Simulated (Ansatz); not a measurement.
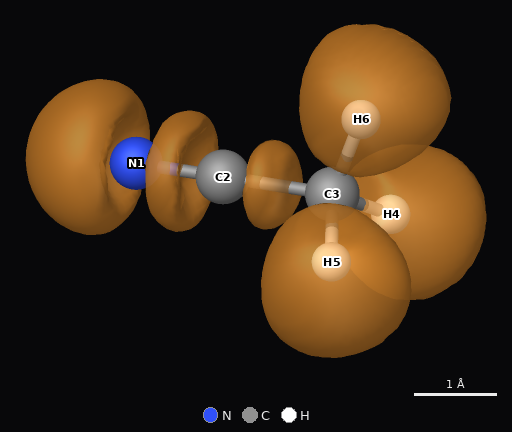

C2H3N. Isosurface of the electron localisation function at 0.8 (orange), seen at a tilt. Core shells and regions of very low density are left out.

All numbers below come from Ansatz 0.2.0, DFT B3LYP, Gaussian basis def2-SVP.

Input file:

```
crystal:
  periodic: [false, false, false]
  atoms:
    - { symbol: "N", position_ang: [-1.488163, -0.727267, -0.988375] }
    - { symbol: C, position_ang: [-1.668935, 0.342851, -1.389986] }
    - { symbol: C, position_ang: [-1.897498, 1.695888, -1.897778] }
    - { symbol: H, position_ang: [-2.800029, 1.701389, -2.542961] }
    - { symbol: H, position_ang: [-1.017886, 2.022375, -2.489845] }
    - { symbol: H, position_ang: [-2.047971, 2.390334, -1.045746] }
basis:
  gaussian: { orbitals: def2-SVP }
hamiltonian:
  xc: b3lyp
relax:
  f_tol: 0.004
  max_steps: 200
output:
  orbitals: {}
```

Run with:

```sh
ansatz run input.yaml --threads 4 --pin off --max-ram 10240MiB --backend cpu --events-out ev --progress --plain --runs-dir out
```

The fields are those of the relaxed geometry.

Q: Identify the bonds, lone pairs and shells in this picture.

A: At this value the surface marks out one region between bonded C–C atoms (shared pairs), one region between bonded C–N atoms (shared pairs), three regions around hydrogen nuclei and one lobe on N, pointing away from the bonds (lone pairs). Along the contacts the grid gives the following. C–N (1.16 Å): the ELF peaks at about 0.85 between the atoms; a short, multiple covalent bond. C–C (1.46 Å): the ELF peaks at about 0.95 between the atoms; a covalent bond.
